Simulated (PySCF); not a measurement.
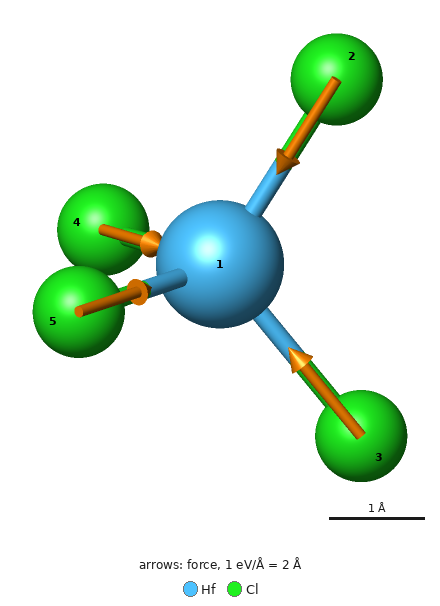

Starting geometry of HfCl$_{4}$ with the computed forces as orange arrows. The picture is a ball-and-stick view, seen at a tilt.

Method: RKS PBE0, Hf def2-SVP with ECP60, Cl def2-SVP; non-relativistic Hamiltonian with scalar-relativistic core potentials; density fitting (PySCF). Settings: symmetry kept (Td).

Q: What follows when this structure is relaxed?

A: It isn't relaxed: the largest force vector, on Cl atoms, is 0.61 eV/Å. The atoms end up moving mostly along the starting forces (cosine between the two patterns 1.00). After 3 geometry steps the energy has fallen by 1.00 kcal/mol. Largest force component: 0.35 eV/Å at the start, 0.0002 eV/Å at the end. The largest moves after the best rigid fit, 0.034 Å, are those of Cl2, Cl3, Cl4 and Cl5. Hf stays in place. Some distances before and after: Hf1–Cl2 2.362 → 2.328 Å.
